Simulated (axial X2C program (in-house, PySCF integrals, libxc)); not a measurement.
**PtC: bond curves with and without spin–orbit coupling**

Aim: find the lowest determinant of PtC, scan the bond at several levels and fit the constants, once spin-free and once with spin–orbit coupling.

Program: an in-house X2C program for linear molecules on PySCF integrals. Level of theory: all-electron X2C, Pt dyall-cv3z, C dyall-v3z. These are calculated values, not measurements.

## (1) Set-up

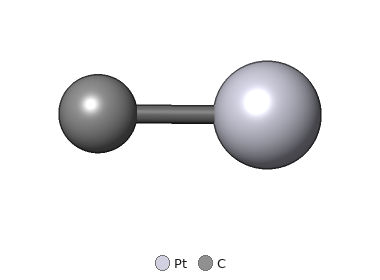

The two atoms at 1.790 Å (platinum light grey, carbon grey).

Input file task.json:

```json
{"zs": [78, 6], "q": 0, "bas": ["dyall-cv3z", "dyall-v3z"], "levels": ["PBE0", "HF", "TPSSh", "PBE", "PBEsol"], "cc": true, "r0": 1.79, "thr": -2.0, "nmax": 140}
```

Keys: zs atomic numbers; q charge; bas basis sets; levels methods (HF also brings MP2); cc coupled cluster on or off; r0 starting distance in Å; thr threshold in hartree for freezing inner shells (an s shell follows its p shell); nmax most natural virtual spinors.

Launch:

```sh
$ python so2c.py task.json out
```

Spin-free means the one-electron spin-free X2C Hamiltonian; two-component (2c) means X2C with spin–orbit coupling and atomic mean-field two-electron Coulomb and Gaunt terms. Basis: Pt dyall-cv3z contracted to [13s14p9d6f4g], C dyall-v3z contracted to [7s6p2d1f]; Gaussian nuclei, density fitting. Masses: Pt 194.965 u, C 12.000 u.

Notation: σ, π±, δ± give the projection m of an orbital's angular momentum (0, ±1, ±2), α and β its spin, Λ and M_S the sums; ω is the projection of a spinor's total angular momentum and Ω the sum. Logs are in hartree.

The results follow Hamiltonian by Hamiltonian and level by level.

## (2) State search with PBE0

PBE0 moves the distance from 1.790 Å to 1.668 Å and compares determinants there.

Spin-free determinants:

```tsv
ΔE (eV)	state	open shells
0.00	M_S = 0, Λ = 0	closed shell
1.46	M_S = 1, Λ = 1	beyond closed shells: σα, π+α
1.73	M_S = 0, Λ = 1	beyond closed shells: σα, π+β
2.99	M_S = 1, Λ = 0	beyond closed shells: 2 × σα
3.04	M_S = 1, Λ = 3	beyond closed shells: π+α, δ+α, δ+β, δ-α
3.04	M_S = 1, Λ = 1	beyond closed shells: π-α, δ+α, δ+β, δ-α
3.11	M_S = 0, Λ = 3	beyond closed shells: π+β, δ+α, δ+β, δ-α
```

Two-component determinants:

```
ΔE (eV)  state                              open shells
   0.00  Ω = 0                             closed shell
   1.51  Ω = 1        excess of +ω over −ω: 2 × ω = 1/2
   1.67  Ω = 2   excess of +ω over −ω: ω = 1/2, ω = 3/2
   1.93  Ω = 1  excess of +ω over −ω: ω = -1/2, ω = 3/2
   2.35  Ω = 2  excess of +ω over −ω: ω = -1/2, ω = 5/2
   2.41  Ω = 3   excess of +ω over −ω: ω = 1/2, ω = 5/2
   2.74  Ω = 4   excess of +ω over −ω: ω = 3/2, ω = 5/2
```

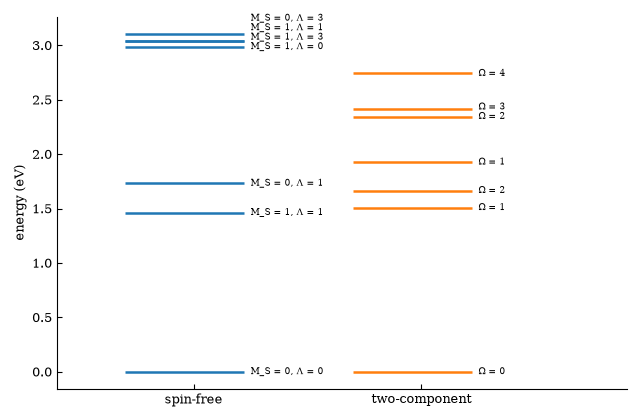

The determinants found, each set from its own lowest.

## (3) PBE0, spin-free

State followed: M_S = 0, Λ = 0 (closed shell). The scan is laid around 1.668 Å, a first estimate of the minimum, and this SCF restarts from the orbitals of the search.

The SCF at the reference distance of 1.668 Å:

```text
spin-free X2C-1e  PBE0
basis functions 220  fitting functions 1115  grid points 5077
iter        total energy     max residual
   1     -18453.849778556     9.44e-05
   2     -18453.849778641     2.55e-05
   3     -18453.849778648     1.57e-05
converged
one-electron -25592.49441279  Coulomb 7356.53718127  exact exchange -90.15192061  xc functional -276.21480800  nuclear repulsion 148.47418148
```

Along the bond, energies from the lowest point:

| R (Å) | E (eV) | μ (D) | HOMO (eV) | LUMO (eV) | iterations |
| --- | --- | --- | --- | --- | --- |
| 1.451 | 1.6256 | -0.85 | -6.66 | -2.43 | 40 |
| 1.518 | 0.6615 | -1.03 | -6.73 | -2.61 | 48 |
| 1.568 | 0.2515 | -1.14 | -6.78 | -2.74 | 41 |
| 1.618 | 0.0458 | -1.23 | -6.81 | -2.87 | 37 |
| 1.668 | 0.0000 | -1.29 | -6.83 | -2.99 | 3 |
| 1.726 | 0.1000 | -1.34 | -6.84 | -3.13 | 32 |
| 1.785 | 0.3221 | -1.37 | -6.84 | -3.27 | 32 |
| 1.860 | 0.7301 | -1.38 | -6.82 | -3.43 | 37 |
| 1.952 | 1.3436 | -1.36 | -6.79 | -3.61 | 40 |
| 2.085 | 2.3288 | -1.28 | -6.74 | -3.83 | 43 |
| 2.268 | 3.6696 | -1.12 | -6.64 | -4.07 | 46 |
| 2.502 | 5.1552 | -0.90 | -6.51 | -4.27 | 39 |

Dipoles are positive if C is the positive end.

Outer orbitals at the reference distance:

```
symmetry  occupied  ε (eV)             atomic character
      σα       yes  -18.17  47% C s, 29% Pt d, 10% Pt s
     π-α       yes  -10.88    71% Pt d, 24% C p, 2% C d
     π+α       yes  -10.88    71% Pt d, 24% C p, 2% C d
      σα       yes  -10.32   40% Pt d, 29% C p, 18% C s
     δ-α       yes   -8.63                     99% Pt d
     δ+α       yes   -8.63                     99% Pt d
      σα       yes   -6.83  48% Pt s, 31% C p, 14% Pt d
     π+α        no   -2.99  48% C p, 24% Pt p, 21% Pt d
     π-α        no   -2.99  48% C p, 24% Pt p, 21% Pt d
      σα        no   -1.68  43% Pt p, 23% C p, 19% Pt s
     π-α        no    0.53   78% Pt p, 11% C p, 6% Pt d
```

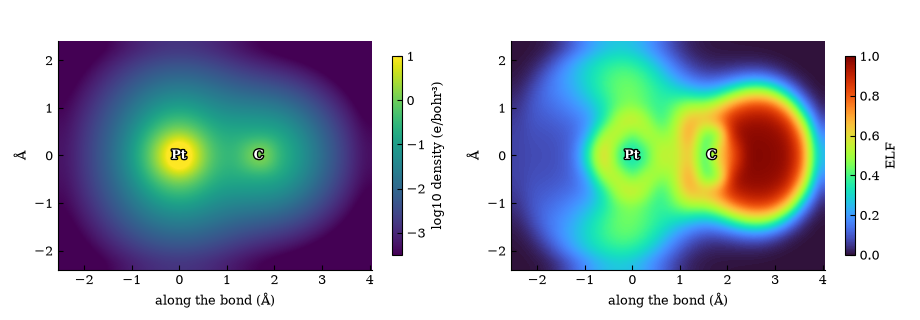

PBE0 fields in a plane through the axis, from a grid of 0.3 Å; Pt lies at z = 0 and C at z = 1.668 Å; the ELF is damped to zero where the density is low.

Re = 1.660 Å, ωe = 1109 cm⁻¹, ωexe = 4.37 cm⁻¹, Be = 0.5415 cm⁻¹, De = 6.17 eV, μ = -1.28 D.

## (4) HF, spin-free

The SCF at the reference distance of 1.668 Å:

```text
spin-free X2C-1e  HF
basis functions 220  fitting functions 1115  grid points 5077
iter        total energy     max residual
   1     -18448.090732461     1.10e+00
   2     -18448.131978108     1.65e-02
   3     -18448.131999819     1.72e-01
   4     -18448.136581526     3.47e-02
   5     -18448.136995912     4.67e-03
   6     -18448.137233181     1.41e-02
   7     -18448.137258871     1.81e-03
   8     -18448.137261115     3.76e-04
   9     -18448.137261294     2.12e-04
  10     -18448.137261325     1.63e-05
  11     -18448.137261334     5.36e-05
  12     -18448.137261337     2.30e-05
  13     -18448.137261337     8.90e-07
converged
one-electron -25595.84510471  Coulomb 7360.07158317  exact exchange -360.83792128  xc functional 0.00000000  nuclear repulsion 148.47418148
```

Re = 1.663 Å, ωe = 1028 cm⁻¹, ωexe = 4.93 cm⁻¹, Be = 0.5395 cm⁻¹, De = 1.66 eV, μ = -1.98 D.

## (5) TPSSh, spin-free

The SCF at the reference distance of 1.668 Å:

```text
spin-free X2C-1e  TPSSh
basis functions 220  fitting functions 1115  grid points 5077
iter        total energy     max residual
   1     -18453.472796886     3.07e-01
   2     -18453.473820073     1.99e-01
   3     -18453.474407618     5.33e-02
   4     -18453.474516567     1.49e-02
   5     -18453.474529086     3.99e-03
   6     -18453.474532318     8.28e-04
   7     -18453.474532730     4.65e-04
   8     -18453.474532776     2.17e-05
   9     -18453.474532782     3.89e-05
  10     -18453.474532782     6.58e-06
converged
one-electron -25590.72645799  Coulomb 7354.73240385  exact exchange -36.05622674  xc functional -329.89843338  nuclear repulsion 148.47418148
```

Re = 1.672 Å, ωe = 1085 cm⁻¹, ωexe = 4.38 cm⁻¹, Be = 0.5337 cm⁻¹, De = 6.42 eV, μ = -1.29 D.

## (6) PBE, spin-free

The SCF at the reference distance of 1.668 Å:

```text
spin-free X2C-1e  PBE
basis functions 220  fitting functions 1115  grid points 5077
iter        total energy     max residual
   1     -18454.128666655     3.66e-01
   2     -18454.132101755     2.38e-01
   3     -18454.133775963     4.40e-02
   4     -18454.134348709     5.14e-03
   5     -18454.134484990     1.37e-03
   6     -18454.134498660     6.70e-04
   7     -18454.134498950     1.40e-04
   8     -18454.134499018     6.68e-05
   9     -18454.134499026     3.38e-05
  10     -18454.134499027     5.24e-06
converged
one-electron -25590.42939241  Coulomb 7354.41336921  exact exchange 0.00000000  xc functional -366.59265731  nuclear repulsion 148.47418148
```

Re = 1.677 Å, ωe = 1075 cm⁻¹, ωexe = 4.47 cm⁻¹, Be = 0.5305 cm⁻¹, De = 7.24 eV, μ = -1.04 D.

## (7) PBEsol, spin-free

The SCF at the reference distance of 1.668 Å:

```text
spin-free X2C-1e  PBEsol
basis functions 220  fitting functions 1115  grid points 5077
iter        total energy     max residual
   1     -18448.394154272     9.50e-01
   2     -18448.399191491     1.92e-02
   3     -18448.401296531     2.04e-01
   4     -18448.402500546     1.68e-01
   5     -18448.402731248     6.92e-02
   6     -18448.402808431     6.17e-03
   7     -18448.402809561     8.98e-03
   8     -18448.402812298     2.12e-04
   9     -18448.402812306     1.91e-04
  10     -18448.402812308     1.59e-06
converged
one-electron -25589.92664301  Coulomb 7353.84594222  exact exchange 0.00000000  xc functional -360.79629300  nuclear repulsion 148.47418148
```

Re = 1.668 Å, ωe = 1096 cm⁻¹, ωexe = 4.43 cm⁻¹, Be = 0.5361 cm⁻¹, De = 7.71 eV, μ = -1.00 D.

## (8) MP2 and beyond, spin-free

Correlated methods: 14 electrons correlated (frozen shells, counted by type: Pt 5 s, 4 p, 2 d, 1 f; C 1 s), 264 virtual spinors in MP2, 138 natural virtuals in coupled cluster.

Output of the correlated part at 1.668 Å:

```text
correlated 14  virtual 264  natural virtual 138  E(MP2) -0.595810732  MP2 remainder -0.011982829
iter   CCSD correlation   residual
   1     -0.475382692   3.60e-01
   2     -0.514524215   2.06e-01
   3     -0.521258009   4.72e-02
   4     -0.522770256   2.62e-02
   5     -0.523185757   1.07e-02
   6     -0.523439347   4.59e-03
   7     -0.523382799   1.37e-03
   8     -0.523373848   4.19e-04
   9     -0.523396581   1.59e-04
  10     -0.523387088   5.46e-05
  11     -0.523390429   2.45e-05
  12     -0.523389722   9.57e-06
  13     -0.523389442   3.32e-06
  14     -0.523389375   1.66e-06
  15     -0.523389321   7.00e-07
  16     -0.523389304   2.95e-07
(T) -0.039603547  T1 0.0595  D1 0.1263  max T2 0.062
```

T1 in the output is the amplitude norm over the root of the electron number; divide by √2 for the Lee–Taylor value.

MP2: Re = 1.638 Å, ωe = 1302 cm⁻¹, Be = 0.5559 cm⁻¹, De = 7.54 eV.

CCSD: Re = 1.663 Å, ωe = 1107 cm⁻¹, ωexe = 4.1 cm⁻¹, Be = 0.5394 cm⁻¹, De = 5.78 eV. T1 at Re = 0.041 (Lee–Taylor, the printed value over √2).

CCSD(T): Re = 1.678 Å, ωe = 1072 cm⁻¹, ωexe = 4.16 cm⁻¹, Be = 0.5299 cm⁻¹, De = 6.41 eV. T1 at Re = 0.043 (Lee–Taylor, the printed value over √2).

## (9) A higher determinant, spin-free

State: M_S = 1, Λ = 1 (beyond closed shells: σα, π+α).

Output at the reference distance:

```text
spin-free X2C-1e  PBE0
basis functions 220  fitting functions 1115  grid points 5077
iter        total energy     max residual
   1     -18453.796031551     2.21e-05
   2     -18453.796031565     1.73e-05
   3     -18453.796031568     2.18e-05
   4     -18453.796031571     1.11e-05
converged
one-electron -25594.12719544  Coulomb 7358.30053182  exact exchange -90.17971295  xc functional -276.26383648  nuclear repulsion 148.47418148
```

| R (Å) | E above the lowest PBE0 point (eV) |
| --- | --- |
| 1.451 | 3.492 |
| 1.518 | 2.420 |
| 1.568 | 1.919 |
| 1.618 | 1.614 |
| 1.668 | 1.463 |
| 1.726 | 1.431 |
| 1.785 | 1.513 |
| 1.860 | 1.732 |
| 1.952 | 2.104 |

Re = 1.711 Å, ωe = 936 cm⁻¹, ωexe = 5.55 cm⁻¹, Be = 0.5096 cm⁻¹, μ = -2.24 D. Te = 1.43 eV.

State: M_S = 0, Λ = 1 (beyond closed shells: σα, π+β).

Output at the reference distance:

```text
spin-free X2C-1e  PBE0
basis functions 220  fitting functions 1115  grid points 5077
iter        total energy     max residual
   1     -18453.786156937     9.98e-05
   2     -18453.786156969     9.90e-05
   3     -18453.786157006     2.56e-05
   4     -18453.786157011     1.44e-05
converged
one-electron -25594.24359679  Coulomb 7358.42694901  exact exchange -90.17879795  xc functional -276.26489277  nuclear repulsion 148.47418148
```

| R (Å) | E above the lowest PBE0 point (eV) |
| --- | --- |
| 1.451 | 3.899 |
| 1.518 | 2.783 |
| 1.568 | 2.250 |
| 1.618 | 1.913 |
| 1.668 | 1.731 |
| 1.726 | 1.666 |
| 1.785 | 1.717 |
| 1.860 | 1.900 |
| 1.952 | 2.235 |

Re = 1.727 Å, ωe = 903 cm⁻¹, ωexe = 5.28 cm⁻¹, Be = 0.5001 cm⁻¹, μ = -2.52 D. ⟨S²⟩ = 1.02 against 0.00 for a pure state, so this determinant mixes spins. Te = 1.67 eV.

## (10) The spin-free curves together

Energy (eV) of the followed determinant, spin-free, from each level's lowest point:

| R (Å) | PBE0 | HF | MP2 | CCSD | CCSD(T) | TPSSh | PBE | PBEsol |
| --- | --- | --- | --- | --- | --- | --- | --- | --- |
| 1.451 | 1.626 | 1.487 | 1.638 | n/a | n/a | 1.776 | 1.849 | 1.746 |
| 1.518 | 0.662 | 0.608 | 0.600 | 0.691 | 0.808 | 0.761 | 0.806 | 0.737 |
| 1.568 | 0.251 | 0.235 | 0.179 | 0.270 | 0.347 | 0.316 | 0.344 | 0.299 |
| 1.618 | 0.046 | 0.047 | 0.000 | 0.054 | 0.092 | 0.077 | 0.090 | 0.068 |
| 1.668 | 0.000 | 0.000 | 0.016 | 0.000 | 0.000 | 0.000 | 0.000 | 0.000 |
| 1.726 | 0.100 | 0.079 | 0.224 | 0.092 | 0.050 | 0.067 | 0.053 | 0.077 |
| 1.785 | 0.322 | 0.262 | 0.584 | 0.309 | 0.227 | 0.258 | 0.231 | 0.279 |
| 1.860 | 0.730 | 0.599 | 1.193 | 0.714 | 0.584 | 0.630 | 0.588 | 0.664 |
| 1.952 | 1.344 | 1.100 | 2.071 | n/a | n/a | 1.205 | 1.145 | 1.253 |
| 2.085 | 2.329 | 1.885 | 3.439 | n/a | n/a | 2.141 | 2.055 | 2.206 |
| 2.268 | 3.670 | 2.887 | 5.239 | n/a | n/a | 3.427 | 3.307 | 3.510 |
| 2.502 | 5.155 | 3.853 | 7.059 | n/a | n/a | 4.870 | 4.704 | 4.963 |

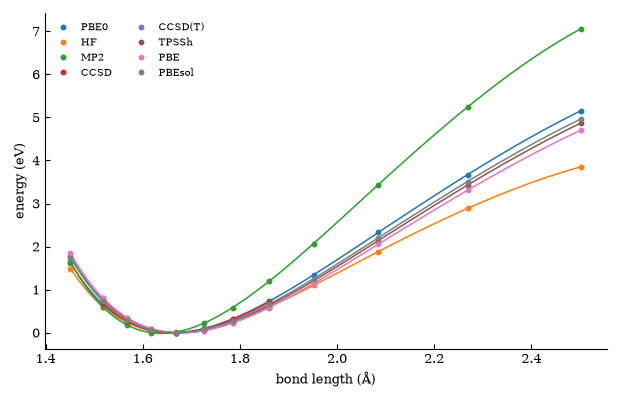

Curves of the followed state, spin-free, each from its own lowest point.

[end of part 1 of 2]
